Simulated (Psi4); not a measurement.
# Si2H4Cl (SMILES [SiH2][SiH2]Cl): U-revPBE/aug-cc-pVDZ

What is the vertical ionisation energy of Si2H4Cl at U-revPBE/aug-cc-pVDZ? 

The calculation is run with Psi4 1.11.

1 further run of the same task is left out (set aside as unsound or not needed).

### 1 Starting point

The species is Si2H4Cl (7 atoms), meant as a doublet with charge 0. As SMILES, `[SiH2][SiH2]Cl`. Geometry: relaxed at PBE0-D4/def2-TZVP. This is one conformer, not always the lowest.

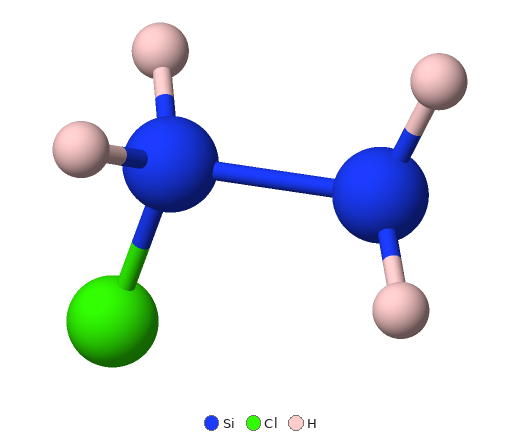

The structure, seen from a chosen angle (silicon blue, chlorine green, hydrogen pink).

### 2 The energy at U-revPBE/aug-cc-pVDZ

File run.py:

```python
import psi4

psi4.set_memory(1600000000)
psi4.set_num_threads(1)
psi4.core.set_output_file('run.log', False)

molecule = psi4.geometry("""
0 2
Si
Si 1 2.323836
Cl 2 2.062169 1 108.19449
H 1 1.487152 2 113.92807 3 -58.91157
H 1 1.488943 4 110.68864 2 129.38368
H 2 1.484083 3 108.39122 1 119.45186
H 2 1.48611 6 108.91163 3 -116.14644
units angstrom
symmetry c1
""")

psi4.set_options({
    'basis': 'aug-cc-pVDZ',
    'reference': 'uks',
    'puream': True,
    'e_convergence': 1e-09,
    'd_convergence': 1e-08,
    'scf_type': 'pk',
    'dft_radial_points': 99,
    'dft_spherical_points': 590,
    'maxiter': 200,
})

energy_value, wavefunction = psi4.energy('revpbe', molecule=molecule, return_wfn=True)
psi4.oeprop(wavefunction, 'QUADRUPOLE', 'MAYER_INDICES', 'MULLIKEN_CHARGES', title='REVPBE')
print(f'total energy {energy_value:.8f} hartree = {energy_value * 27.211386:.5f} eV')
```

On the command line:

```
$ python run.py
```

run.log:

```text
[...]
  Running in c1 symmetry.
[...]
  Nuclear repulsion =  181.627489336329205
[...]
  Multiplicity = 2
[...]
  Nalpha       = 25
  Nbeta        = 24
[...]
    Number of basis functions: 117
[...]
   @UKS iter   1: -1041.27575055335660   -2.06148e-01   2.99433e-03 DIIS/ADIIS
[...]
   @UKS iter  12: -1041.37993059043833   -1.52340e-11   9.03846e-09 DIIS
[...]
   @S^2 Observed:                7.539029526E-01
[...]
    Orbital Energies [Eh]
    ---------------------
    Alpha Occupied:
       1A   -100.693890     2A    -65.487654     3A    -65.459209
       4A     -9.182230     5A     -6.998511     6A     -6.991088
       7A     -6.990987     8A     -5.105924     9A     -5.081433
      10A     -3.514526    11A     -3.510621    12A     -3.510079
      13A     -3.490967    14A     -3.485877    15A     -3.485709
      16A     -0.759526    17A     -0.521167    18A     -0.461380
      19A     -0.359573    20A     -0.348582    21A     -0.327868
      22A     -0.319667    23A     -0.280421    24A     -0.266859
      25A     -0.200252
    Alpha Virtual:
[...]
  @UKS Final Energy: -1041.37993059043833
   => Energetics <=
    Nuclear Repulsion Energy =            181.6274893363292051
    One-Electron Energy =               -1801.7774699859473913
    Two-Electron Energy =                 650.1029200017312633
    DFT Exchange-Correlation Energy =     -71.3328699425514401
    Empirical Dispersion Energy =           0.0000000000000000
    VV10 Nonlocal Energy =                  0.0000000000000000
    Total Energy =                      -1041.3799305904383345
[...]
 Multipole Moments:
 ------------------------------------------------------------------------------------
     Multipole            Electronic (a.u.)      Nuclear  (a.u.)        Total (a.u.)
 ------------------------------------------------------------------------------------
 L = 1.  Multiply by 2.5417464519 to convert [e a0] to [Debye]
 Dipole X            :         -0.8668323            0.8740137            0.0071814
 Dipole Y            :         -5.1939410            5.6578627            0.4639217
 Dipole Z            :          3.4025571           -3.6423652           -0.2398081
 Magnitude           :                                                    0.5222862
 L = 2.  Multiply by 1.3450342976 to convert [e a0^2] to [Debye ang]
 Quadrupole XX       :        -46.7560346           15.2981016          -31.4579330
 Quadrupole XY       :          1.3430819           -1.5098760           -0.1667941
[...]
  Mulliken Charges: (a.u.)
   Center  Symbol    Alpha    Beta     Spin     Total
       1    SI     7.78075  6.75131  1.02944 -0.53206
       2    SI     7.13695  7.16728 -0.03034 -0.30423
       3    CL     8.68727  8.69035 -0.00308 -0.37762
       4     H     0.35988  0.36885 -0.00897  0.27127
       5     H     0.36510  0.37778 -0.01268  0.25712
       6     H     0.32417  0.32607 -0.00190  0.34976
       7     H     0.34589  0.31835  0.02754  0.33576
   Total alpha = 25.00000, Total beta = 24.00000, Total charge =  0.00000
  Mayer Bond Indices:
[...]
```

Standard output:

```text
total energy -1041.37993059 hartree = -28337.39126 eV
```

It took 36 s on 1 thread of Intel Xeon 6975P-C (Granite Rapids), shared host; peak memory 0.78 GiB.

### 3 The singlet cation: energy and forces at revPBE/aug-cc-pVDZ

File clh4si2.dat:

```
memory 1.6 GB

molecule {
  1 1
  Si
  Si 1 r2
  Cl 2 r3 1 a3
  H 1 r4 2 a4 3 d4
  H 1 r5 4 a5 2 d5
  H 2 r6 3 a6 1 d6
  H 2 r7 6 a7 3 d7

  r2 = 2.323836
  r3 = 2.062169
  a3 = 108.19449
  r4 = 1.487152
  a4 = 113.92807
  d4 = -58.91157
  r5 = 1.488943
  a5 = 110.68864
  d5 = 129.38368
  r6 = 1.484083
  a6 = 108.39122
  d6 = 119.45186
  r7 = 1.48611
  a7 = 108.91163
  d7 = -116.14644
  units angstrom
  symmetry c1
  no_reorient
  no_com
}

set {
  basis aug-cc-pVDZ
  reference rks
  puream true
  e_convergence 1e-09
  d_convergence 1e-08
  scf_type pk
  dft_radial_points 99
  dft_spherical_points 590
}

result, w = gradient("revpbe", return_wfn=True)
oeprop(w, "DIPOLE", "MULLIKEN_CHARGES", "LOWDIN_CHARGES")
```

On the command line:

```
$ psi4 -n 1 clh4si2.dat clh4si2.out
```

clh4si2.out:

```text
[...]
  Running in c1 symmetry.
[...]
  Nuclear repulsion =  181.627489336329177
[...]
  Multiplicity = 1
[...]
  Nalpha       = 24
  Nbeta        = 24
[...]
    Number of basis functions: 117
[...]
   @RKS iter   1: -1040.99841344846550    7.11894e-02   2.46801e-03 ADIIS/DIIS
[...]
   @RKS iter  13: -1041.06841017487181   -5.68434e-12   5.38447e-09 DIIS
[...]
    Orbital Energies [Eh]
    ---------------------
    Doubly Occupied:
       1A   -100.864316     2A    -65.750377     3A    -65.686734
       4A     -9.351638     5A     -7.168603     6A     -7.160579
       7A     -7.159909     8A     -5.366966     9A     -5.305169
      10A     -3.781766    11A     -3.768616    12A     -3.768328
      13A     -3.713292    14A     -3.711128    15A     -3.708507
      16A     -0.927586    17A     -0.743681    18A     -0.665619
      19A     -0.562860    20A     -0.537323    21A     -0.525112
      22A     -0.517976    23A     -0.450762    24A     -0.446525
[...]
  @RKS Final Energy: -1041.06841017487181
   => Energetics <=
    Nuclear Repulsion Energy =            181.6274893363291767
    One-Electron Energy =               -1791.4775338848564843
    Two-Electron Energy =                 639.8325783706313814
    DFT Exchange-Correlation Energy =     -71.0509439969758319
    Empirical Dispersion Energy =           0.0000000000000000
    VV10 Nonlocal Energy =                  0.0000000000000000
    Total Energy =                      -1041.0684101748718149
[...]
  -Total Gradient:
     Atom            X                  Y                   Z
    ------   -----------------  -----------------  -----------------
       1       -0.029111558546    -0.019895492849    -0.004874577079
       2        0.024084228596     0.015092408359    -0.029495722042
       3       -0.001874211444     0.007507668439     0.000020357710
       4        0.003641281813     0.011973502807     0.011308190679
       5        0.010650706758    -0.002085251460     0.011123555675
       6        0.005665562843    -0.004723749523     0.002400867914
       7       -0.013059409182    -0.007868229633     0.009519024046
[...]
 Multipole Moments:
 ------------------------------------------------------------------------------------
     Multipole            Electronic (a.u.)      Nuclear  (a.u.)        Total (a.u.)
 ------------------------------------------------------------------------------------
 L = 1.  Multiply by 2.5417464519 to convert [e a0] to [Debye]
 Dipole X            :         -0.9401060            0.8740137           -0.0660923
 Dipole Y            :         -4.2152446            5.6578627            1.4426182
 Dipole Z            :          1.3592149           -3.6423652           -2.2831503
 Magnitude           :                                                    2.7015348
[...]
  Mulliken Charges: (a.u.)
   Center  Symbol    Alpha    Beta     Spin     Total
       1    SI     6.97506  6.97506  0.00000  0.04987
       2    SI     7.09667  7.09667  0.00000 -0.19333
       3    CL     8.63042  8.63042  0.00000 -0.26084
       4     H     0.33810  0.33810  0.00000  0.32380
       5     H     0.34877  0.34877  0.00000  0.30246
       6     H     0.30223  0.30223  0.00000  0.39553
       7     H     0.30875  0.30875  0.00000  0.38250
   Total alpha = 24.00000, Total beta = 24.00000, Total charge =  1.00000
  Lowdin Charges: (a.u.)
[...]
```

It took 59 s on 1 thread of Intel Xeon 6975P-C (Granite Rapids), shared host; peak memory 0.78 GiB.

### 4 What came out

Level: U-revPBE/aug-cc-pVDZ.

```
                                           quantity           value
                      doublet Si2H4Cl: total energy  -1041.37993 Eh
                     doublet Si2H4Cl: dipole moment          1.33 D
doublet Si2H4Cl: HOMO energy (highest over α and β)        -5.45 eV
 doublet Si2H4Cl: LUMO energy (lowest over α and β)        -3.74 eV
                              doublet Si2H4Cl: ⟨S²⟩           0.754
                       singlet cation: total energy  -1041.06841 Eh
                        singlet cation: HOMO energy       -12.15 eV
                        singlet cation: LUMO energy       -11.28 eV
                      singlet cation: HOMO–LUMO gap         0.87 eV
           singlet cation: largest force on an atom      2.106 eV/Å
 vertical ionisation energy (to the singlet cation)        8.477 eV
```

In words: Removing an electron at fixed nuclei costs 8.48 eV (818 kJ/mol). Only the singlet of the ionised species was computed; a triplet could lie lower. Mulliken charges (singlet cation) run from -0.26 on Cl3 to +0.40 on H6; in a basis this large or diffuse they mean little.
